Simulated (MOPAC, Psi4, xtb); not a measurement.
Intermolecular potential of C2H4 ··· CH4O (SMILES C=C and CO). Monomers: optimised at B3LYP-D3(BJ) (def2-TZVP), held rigid. Orientation: a higher rigid-body minimum at GFN2-xTB. R is the distance of the centres of mass, along which the second monomer moves.

Geometry at R = 3.41 Å (first 6 atoms: monomer A):
```
12

C     -0.6559     0.0897    -0.0202
C      0.6559    -0.0897     0.0202
H     -1.3428    -0.7442    -0.0992
H     -1.0974     1.0779     0.0243
H      1.3428     0.7442     0.0992
H      1.0975    -1.0779    -0.0243
C      0.6389     2.5796     2.5471
O     -0.2121     1.5223     2.9671
H      1.6893     2.2714     2.5004
H      0.5466     3.3714     3.2891
H      0.3452     2.9846     1.5723
H     -0.1514     0.8050     2.3288
```

Methods: revPBE/def2-TZVP, counterpoise-corrected (Psi4); revPBE-D3(BJ)/def2-TZVP, counterpoise-corrected (Psi4); GFN1-xTB (xtb); PM3, restricted, heats of formation (MOPAC); SCS-MP2/aug-cc-pVDZ = DF-SCS-MP2/aug-cc-pVDZ, frozen core, counterpoise-corrected run with Psi4.

Interaction energies in kJ/mol (negative: bound); R is the distance of the centres of mass, d the H4···H12 distance.

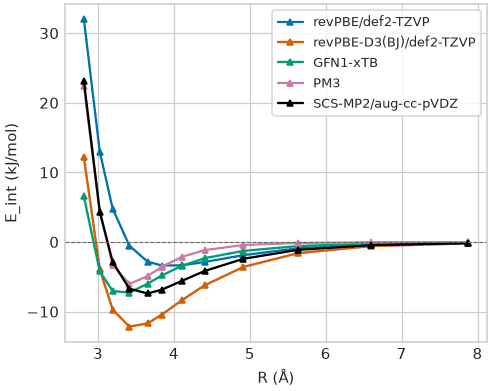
*Interaction energy against separation.*

```csv
R / Å,d / Å,revPBE/def2-TZVP,revPBE-D3(BJ)/def2-TZVP,GFN1-xTB,PM3,SCS-MP2/aug-cc-pVDZ
2.81,2.13,32.03,12.19,6.54,22.44,23.14
3.02,2.25,12.95,-3.93,-4.23,4.26,4.35
3.19,2.36,4.78,-9.72,-7.04,-3.32,-2.88
3.41,2.51,-0.54,-12.16,-7.27,-6.02,-6.71
3.65,2.68,-2.83,-11.69,-5.99,-4.90,-7.39
3.84,2.82,-3.38,-10.41,-4.80,-3.55,-6.84
4.10,3.03,-3.35,-8.38,-3.43,-2.14,-5.59
4.40,3.27,-2.87,-6.23,-2.33,-1.17,-4.17
4.91,3.71,-1.89,-3.59,-1.28,-0.43,-2.42
5.63,4.35,-0.91,-1.61,-0.59,-0.14,-1.13
6.59,5.24,-0.35,-0.59,-0.22,-0.04,-0.46
7.87,6.46,-0.13,-0.20,-0.06,-0.01,-0.17
```

Lowest grid point: revPBE/def2-TZVP -3.38 kJ/mol at R = 3.84 Å; revPBE-D3(BJ)/def2-TZVP -12.16 kJ/mol at R = 3.41 Å; GFN1-xTB -7.27 kJ/mol at R = 3.41 Å; PM3 -6.02 kJ/mol at R = 3.41 Å; SCS-MP2/aug-cc-pVDZ -7.39 kJ/mol at R = 3.65 Å.
